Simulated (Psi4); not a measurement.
# TDA-wB97X/cc-pVTZ (save jk yes, sweep point 7) run of NH3 (SMILES N)

Aim: the excited states of NH3. The job is set up through a Python script.

The calculation is run with Psi4 1.11.

3 further runs of the same task are left out: 3 set aside as unsound or not needed.

### Step 1. Starting point

NH3 has 4 atoms, charge 0, and is taken as a singlet. SMILES: `N`. The shape is that of a GFN2-xTB optimisation.

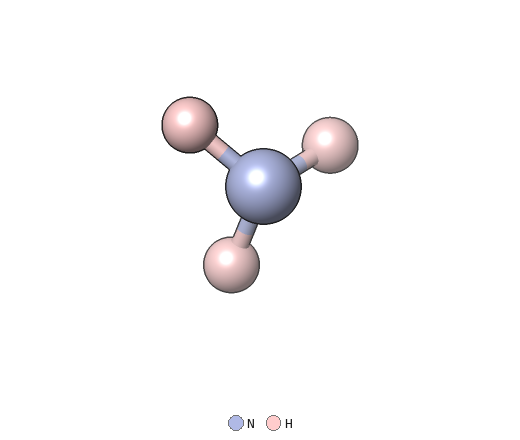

Viewed from a chosen angle; nitrogen light blue, hydrogen pink.

### Step 2. The vertical excitations at TDA-wB97X/cc-pVTZ (save jk yes, sweep point 7)

Contents of run.py:

```python
import psi4

psi4.set_memory(1600000000)
psi4.set_num_threads(1)
psi4.core.set_output_file('run.log', False)

m = psi4.geometry("""
0 1
N     -0.12880373     0.45888219     0.20420381
H      0.92961297    -0.56780601     1.42368187
H     -1.68556011    -0.56808947    -0.22364909
H      0.88475087     0.67699438    -1.40423659
units bohr
symmetry c1
""")

options = {'basis': 'cc-pVTZ', 'reference': 'rks', 'puream': True, 'scf_type': 'pk', 'dft_radial_points': 150, 'dft_spherical_points': 974, 'save_jk': True}
psi4.set_options(options)

from psi4.driver.procrouting.response.scf_response import tdscf_excitations
energy_value, wavefunction = psi4.energy("wb97x", molecule=m, return_wfn=True)
states = tdscf_excitations(wavefunction, states=4, tda=True)
for k, s in enumerate(states, 1):
    print(f"root {k}: {s['EXCITATION ENERGY'] * 27.211386:.4f} eV  f = {s['OSCILLATOR STRENGTH (LEN)']:.4f}  {s['SYMMETRY']}")
print(f'total energy {energy_value:.8f} hartree = {energy_value * 27.211386:.5f} eV')
```

Started as:

```
$ python run.py
```

run.log:

```text
[...]
  Running in c1 symmetry.
[...]
  Nuclear repulsion =   11.945306882314719
[...]
  Multiplicity = 1
[...]
  Nalpha       = 5
  Nbeta        = 5
[...]
    Number of basis functions: 72
[...]
   @RKS iter   1:   -56.40707245173066   -3.31815e-01   8.67184e-03 DIIS/ADIIS
[...]
   @RKS iter   7:   -56.56335984624921   -1.32431e-07   7.78027e-07 DIIS
[...]
    Orbital Energies [Eh]
    ---------------------
    Doubly Occupied:
       1A    -14.363364     2A     -0.972661     3A     -0.566768
       4A     -0.566659     5A     -0.368085
[...]
  @RKS Final Energy:   -56.56335984624921
   => Energetics <=
    Nuclear Repulsion Energy =             11.9453068823147195
    One-Electron Energy =                 -99.7311243741608848
    Two-Electron Energy =                  36.7144992145338875
    DFT Exchange-Correlation Energy =      -5.4920415689369397
    Empirical Dispersion Energy =           0.0000000000000000
    VV10 Nonlocal Energy =                  0.0000000000000000
    Total Energy =                        -56.5633598462492131
[...]
 Multipole Moments:
 ------------------------------------------------------------------------------------
     Multipole            Electronic (a.u.)      Nuclear  (a.u.)        Total (a.u.)
 ------------------------------------------------------------------------------------
 L = 1.  Multiply by 2.5417464519 to convert [e a0] to [Debye]
 Dipole X            :         -0.0580264            0.2102521            0.1522257
 Dipole Y            :          0.2062525           -0.7490616           -0.5428091
 Dipole Z            :          0.0918829           -0.3333310           -0.2414481
 Magnitude           :                                                    0.6132793
[...]
**********                               WARNING                                **********
**********       The names of excited state variables changed between 1.5       **********
[...]
**********                               WARNING                                **********
**********  Length-gauge rotatory strengths are **NOT** gauge-origin invariant  **********
[...]
                                    Excitation Energy         Total Energy        Oscillator Strength             Rotatory Strength
[...]
Excited State    1 (1 A):   0.26536 au   171.70 nm f = 0.0563
[...]
Excited State    2 (1 A):   0.34787 au   130.98 nm f = 0.0238
[...]
Excited State    3 (1 A):   0.34788 au   130.97 nm f = 0.0238
[...]
Excited State    4 (1 A):   0.46345 au   98.31 nm f = 0.2154
[...]
**********                               WARNING                                **********
**********       The names of excited state variables changed between 1.5       **********
[...]
```

Standard output:

```text
root 1: 7.2208 eV  f = 0.0563  A
root 2: 9.4660 eV  f = 0.0238  A
root 3: 9.4663 eV  f = 0.0238  A
root 4: 12.6112 eV  f = 0.2154  A
total energy -56.56335985 hartree = -1539.16742 eV
```

Run time: 62 s. Hardware: 1 thread of AMD EPYC 7R43 (Zen 3), shared host; peak memory 0.92 GiB.

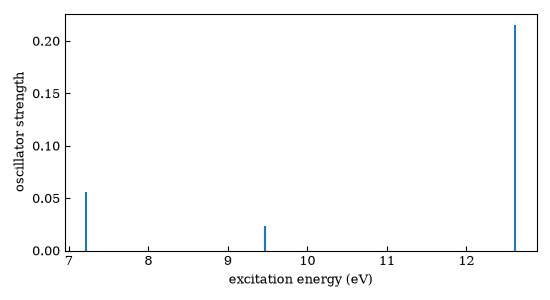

Vertical excitations as sticks.

The roots found:

| excited state | energy (eV) | strength | label |
| --- | --- | --- | --- |
| 1 | 7.221 | 0.0563 | A 1 |
| 2 | 9.466 | 0.0238 | A 1 |
| 3 | 9.466 | 0.0238 | A 1 |
| 4 | 12.611 | 0.2154 | A 1 |

### Step 3. Results

At TDA-wB97X/cc-pVTZ (save jk yes, sweep point 7):

| quantity | value |
| --- | --- |
| ground-state or mean-field energy | -56.56336 Eh |
| dipole moment (wB97X Kohn–Sham density) | 1.56 D |
| HOMO energy (wB97X Kohn–Sham orbitals) | -10.02 eV |
| LUMO energy (wB97X Kohn–Sham orbitals) | 3.39 eV |
| HOMO–LUMO gap (wB97X Kohn–Sham orbitals) | 13.41 eV |
| lowest excitation energy | 7.22 eV |

**Reading.** The brightest of the 4 transitions from the ground state lies at 12.61 eV (98 nm, f = 0.215); the lowest, at 7.22 eV, has f = 0.056. The basis has no diffuse functions, so Rydberg states are missing or pushed up, and the true lowest state may lie lower. Roots above 10.0 eV lie over the negative of the HOMO energy, where those of Rydberg kind are poorly described; valence roots are less touched.
